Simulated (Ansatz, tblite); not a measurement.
# (F2Al-mu-F)3 (Al3F9): spin-state energies by level

Is the singlet the ground state of (F2Al-mu-F)3 (Al3F9)? Other spin states are computed and compared level by level.

Computed with Ansatz 0.2.0, Gaussian basis. Level: as each input shows.

Levels to be run: triplet, at the geometry of the singlet (GFN1-xTB, GFN2-xTB, PBE0-D4/def2-TZVP, PBE-D4/def2-TZVP, r2SCAN-D4/def2-TZVP); the singlet's energies come from earlier runs.

2 further runs of the same task are left out: 2 set aside as unsound or not needed. Runs told in other sessions of the task aren't counted.

### Step 1. The relaxed structure

The geometry is that of the singlet, from an earlier relaxation (PBE0-D4/def2-SVP).

12 atoms, charge 0, spin multiplicity 1.

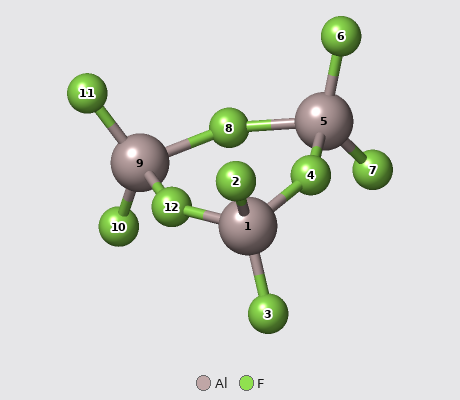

The structure; aluminium light grey, fluorine green; atoms are numbered from 1 in the order of the file.

### Step 2. Triplet at the fixed geometry, GFN1-xTB

Tight binding, by tblite at 300 K electronic temperature and without a spin-polarisation term:

```python
tblite.interface.Calculator('GFN1-xTB', numbers, positions, charge=0, uhf=2).singlepoint()
```

Energy -1378.3792 eV; 0.017 s.

### Step 3. Triplet at the fixed geometry, GFN2-xTB

Tight binding, by tblite at 300 K electronic temperature and without a spin-polarisation term:

```python
tblite.interface.Calculator('GFN2-xTB', numbers, positions, charge=0, uhf=2).singlepoint()
```

Energy -1259.8540 eV; 0.034 s.

### Step 4. Triplet at the fixed geometry, PBE0-D4/def2-TZVP

in.yaml

```yaml
crystal:
  periodic: [false, false, false]
  atoms:
    - {symbol: Al, position_ang: [-1.402659, 1.401571, -0.010735]}
    - {symbol: F, position_ang: [-1.432233, 2.436071, -1.288397]}
    - {symbol: F, position_ang: [-2.440302, 1.428894, 1.264430]}
    - {symbol: F, position_ang: [0.270493, 1.336745, 0.625032]}
    - {symbol: Al, position_ang: [1.755743, 0.360934, 0.847955]}
    - {symbol: F, position_ang: [2.940063, 0.995232, -0.099946]}
    - {symbol: F, position_ang: [1.902359, -0.001288, 2.445069]}
    - {symbol: F, position_ang: [1.060996, -1.060653, 0.008763]}
    - {symbol: Al, position_ang: [-0.352831, -1.762267, -0.837798]}
    - {symbol: F, position_ang: [-0.999058, -2.935056, 0.116346]}
    - {symbol: F, position_ang: [0.025842, -1.927054, -2.429325]}
    - {symbol: F, position_ang: [-1.328404, -0.273130, -0.641395]}
basis:
  gaussian: {orbitals: def2-TZVP}
magnetization: {spin_polarized: true, initial_magnetization: 2}
hamiltonian: {xc: pbe0, dispersion: d4}
scf: {omitted_lower_state_checks: [starts]}
output: {orbitals: {seedname: orbitals}}
```

The run is started by

```bash
ansatz run in.yaml --threads 4 --pin off --events-out ev --progress --plain --max-ram 6963MiB
```

What it wrote:

```text
Functional definition: PBE0
  name "PBE0"
  cite "Adamo & Barone, J. Chem. Phys. 110, 6158 (1999) doi:10.1063/1.478522"
  cite "Perdew, Burke & Ernzerhof, Phys. Rev. Lett. 77, 3865 (1996) doi:10.1103/PhysRevLett.77.3865"
  parent pbe
  parameter a = 0.25
  parameter kappa = 0.804
  parameter beta = 0.06672455060314922
  exchange = (1 - a)*pbe_x(kappa = kappa, mu = beta*pi^2/3) + a*exact_x
  correlation = pbe_c(beta = beta)
these checks for a lower state are left out or cut short: starts
2241 factors; their error is unknown
the host lacks memory for fits, so the integrals are decomposed
2535 factors; integrals over basis functions are off by at most 9.7e-4 eV
mean field evaluation 1: about -44224.4708 eV, gradient 6.1e1 eV
mean field evaluation 2: about -44213.9974 eV, gradient 8.9e1 eV
mean field evaluation 4: about -44233.6810 eV, gradient 1.3e1 eV
mean field evaluation 8: about -44234.4193 eV, gradient 3.7e-1 eV
mean field evaluation 16: about -44234.7231 eV, gradient 2.5e-2 eV
mean field evaluation 32: about -44234.7232 eV, gradient 3.2e-5 eV
mean field -44234.72315997 eV, -1625.5960927566 hartree, gradient 7.9e-6 eV, S^2 2.004053; 0 other end points of the search recorded, 0 dependent functions left out
reference -44234.72321445 eV, -1625.5960947588 hartree; 61, 59 occupied and 329, 331 virtual orbitals, 2535 factors
Total energy: -44235.01744232 eV, -1625.6069074334 hartree
Checks for a lower state left out: starts
```

Run time: 40 s. Hardware: 4 threads of Intel Xeon 6975P-C, shared host; peak memory 2.6 GiB.

From the report: HOMO -2.95 eV, LUMO -11.02 eV (over both spins; with the spin held, an empty level of the minority spin lies below the top filled one); ⟨S²⟩ 2.004 (pure: 2.00).

### Step 5. Triplet at the fixed geometry, PBE-D4/def2-TZVP

start.molden holds the orbitals of an earlier run on this state, given as this run's starting guess.

Edit in.yaml of step 4 so:

```diff
@@ -16,5 +16,5 @@
 basis:
-  gaussian: {orbitals: def2-TZVP}
+  gaussian: {orbitals: def2-TZVP, initial_orbitals: start.molden}
 magnetization: {spin_polarized: true, initial_magnetization: 2}
-hamiltonian: {xc: pbe0, dispersion: d4}
+hamiltonian: {xc: pbe, dispersion: d4}
 scf: {omitted_lower_state_checks: [starts]}
```

The command is unchanged.

What it wrote:

```text
Functional definition: PBE
  name "PBE"
  cite "Perdew, Burke & Ernzerhof, Phys. Rev. Lett. 77, 3865 (1996) doi:10.1103/PhysRevLett.77.3865"
  parent pbe
  parameter kappa = 0.804
  parameter beta = 0.06672455060314922
  exchange = pbe_x(kappa = kappa, mu = beta*pi^2/3)
  correlation = pbe_c(beta = beta)
these checks for a lower state are left out or cut short: starts
2181 factors; their error is unknown
mean field evaluation 1: about -44234.2694 eV, gradient 1.3e1 eV
mean field evaluation 2: about -44234.5784 eV, gradient 3.7e-1 eV
mean field evaluation 4: about -44234.5692 eV, gradient 8.0e-2 eV
mean field evaluation 8: about -44234.5692 eV, gradient 1.5e-5 eV
mean field evaluation 16: about -44234.5692 eV, gradient 2.3e-5 eV
mean field -44234.56920736 eV, -1625.5904351026 hartree, gradient 2.2e-6 eV, S^2 2.000979; 0 other end points of the search recorded, 0 dependent functions left out
reference -44234.56927925 eV, -1625.5904377445 hartree; 61, 59 occupied and 329, 331 virtual orbitals, 2181 factors
Total energy: -44234.90838508 eV, -1625.6028996540 hartree
Checks for a lower state left out: starts
```

It took 12 s on 4 threads of Intel Xeon 6975P-C, shared host; peak memory 0.98 GiB.

From the report: HOMO -2.68 eV, LUMO -10.37 eV (over both spins; with the spin held, an empty level of the minority spin lies below the top filled one); ⟨S²⟩ 2.001 (pure: 2.00).

### Step 6. Triplet at the fixed geometry, r2SCAN-D4/def2-TZVP

Edit in.yaml of step 5 so:

```diff
@@ -18,3 +18,3 @@
 magnetization: {spin_polarized: true, initial_magnetization: 2}
-hamiltonian: {xc: pbe, dispersion: d4}
+hamiltonian: {xc: r2scan, dispersion: d4}
 scf: {omitted_lower_state_checks: [starts]}
```

Launched as before.

What it wrote:

```text
Functional definition: r2SCAN
  name "r2SCAN"
  cite "Furness, Kaplan, Ning, Perdew & Sun, J. Phys. Chem. Lett. 11, 8208 (2020) doi:10.1021/acs.jpclett.0c02405"
  cite "Furness, Kaplan, Ning, Perdew & Sun, J. Phys. Chem. Lett. 11, 9248 (2020) doi:10.1021/acs.jpclett.0c03077"
  parent r2scan
  parameter k0 = 0.174
  parameter k1 = 0.065
  parameter a1 = 4.9479
  exchange = r2scan_x(k0 = k0, k1 = k1, a1 = a1)
  correlation = r2scan_c
these checks for a lower state are left out or cut short: starts
2181 factors; their error is unknown
mean field evaluation 1: about -44256.7746 eV, gradient 6.9e0 eV
mean field evaluation 2: about -44256.8307 eV, gradient 8.6e-2 eV
mean field evaluation 4: about -44256.8219 eV, gradient 6.2e-4 eV
mean field evaluation 8: about -44256.8219 eV, gradient 1.9e-5 eV
mean field -44256.82189831 eV, -1626.4082064116 hartree, gradient 2.3e-6 eV, S^2 2.001993; 0 other end points of the search recorded, 0 dependent functions left out
reference -44256.82192455 eV, -1626.4082073758 hartree; 61, 59 occupied and 329, 331 virtual orbitals, 2181 factors
Total energy: -44256.91155275 eV, -1626.4115011516 hartree
Checks for a lower state left out: starts
```

Wall time 36 s (4 threads of Intel Xeon 6975P-C, shared host); peak memory 2.1 GiB.

From the report: HOMO -2.39 eV, LUMO -10.77 eV (over both spins; with the spin held, an empty level of the minority spin lies below the top filled one); ⟨S²⟩ 2.002 (pure: 2.00).

### Step 7. Triplet less singlet, vertical

The singlet's energies are those of its earlier runs, whose logs aren't repeated here.

```tsv
level	triplet less singlet, vertical (kJ/mol)	time
GFN1-xTB	+479.3	0.028 s
GFN2-xTB	+910.7	0.045 s
PBE-D4/def2-TZVP	+729.2	15 s
r2SCAN-D4/def2-TZVP	+810.7	42 s
PBE0-D4/def2-TZVP	+892.4	47 s
```

Times add the two runs; a level without a time comes out of a correlated run. Tight binding without a spin term can't rank spin states.

### Step 8. Summary of results

| quantity | value |
| --- | --- |
| triplet less singlet, vertical, functionals in def2-TZVP | +729.2 (PBE-D4) to +892.4 kJ/mol (PBE0-D4) |

**Reading.** All functionals put the triplet above the singlet, over a spread of 163.2 kJ/mol. The checks for a lower triplet were left out, so another state of that spin may lie lower. These are electronic energies, without zero-point motion, entropy or surroundings.
